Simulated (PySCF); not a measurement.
# C$_{6}$H$_{14}$B (charge −1): what the fields show

```xyz
21

C     2.8143   -0.1846    0.0878
B     1.6164    0.1763   -0.9854
C     0.1815    0.3739   -0.1788
C    -0.9998    0.7637   -1.0669
C    -2.2526    0.5193   -0.2134
C    -1.8559   -0.5857    0.7824
C    -0.3711   -0.8775    0.5042
H     2.6278   -1.1190    0.6242
H     3.7852   -0.2964   -0.4047
H     2.9365    0.5943    0.8465
H     1.5039   -0.7247   -1.8077
H     1.8895    1.2178   -1.5698
H     0.2847    1.1532    0.5915
H    -1.0127    0.1130   -1.9445
H    -0.9377    1.7955   -1.4163
H    -3.1174    0.2314   -0.8197
H    -2.5233    1.4328    0.3242
H    -2.4764   -1.4794    0.6606
H    -1.9904   -0.2364    1.8105
H     0.1690   -1.1274    1.4183
H    -0.2805   -1.7231   -0.1813
```

Geometry: GFN2-xTB.

Computed with PBE0/pcSseg-1, SCF density, gas phase, non-relativistic (PySCF).

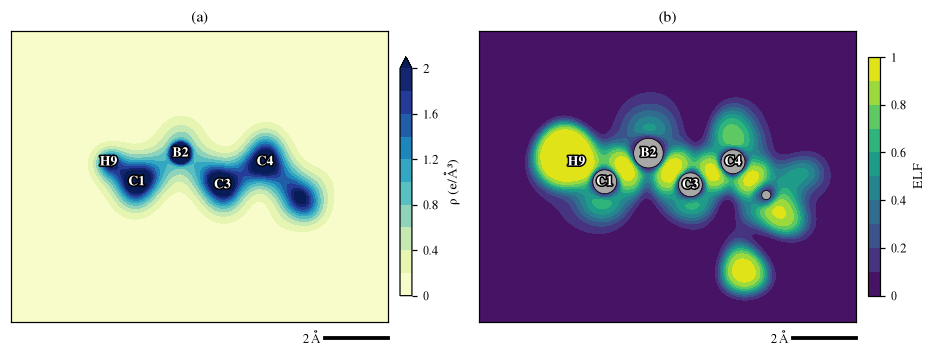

Figure 1. (a) electron density; (b) ELF on the plane of atoms C1, B2 and C3. Grey discs cover the atomic cores in the ELF map.

What do the fields say about this system?

- Atoms in the plane: C, B and H.
- C–C (1.53 Å): the density is about 1.6 e/Å³ at the midpoint; the ELF peaks at about 0.95 between the atoms: a shared electron pair.
- C–B (1.65 Å): ρ at the midpoint is about 1.2 e/Å³; the ELF peaks at about 0.95 between the atoms; a covalent bond.
- C–H (1.09 Å): ρ at the midpoint is about 1.9 e/Å³; the ELF climbs to about 1 towards the hydrogen, as it does in any bond to H (an ordinary covalent bond to hydrogen).

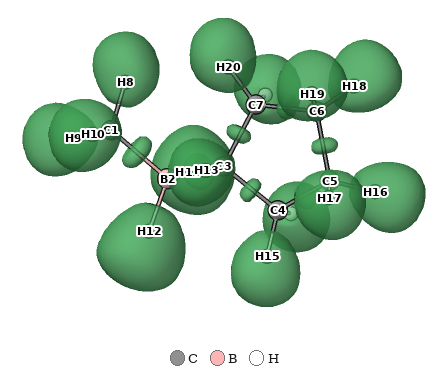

Figure 2. Isosurface of the ELF at 0.9 (green), seen at a tilt. Only the valence region is drawn (cores and ρ < 0.01 e/Å³ removed).

What do the ELF domains correspond to?

The ELF exceeds this value in two regions between bonded B–C atoms (shared pairs), five regions between bonded C–C atoms (shared pairs) and 14 regions around hydrogen nuclei.
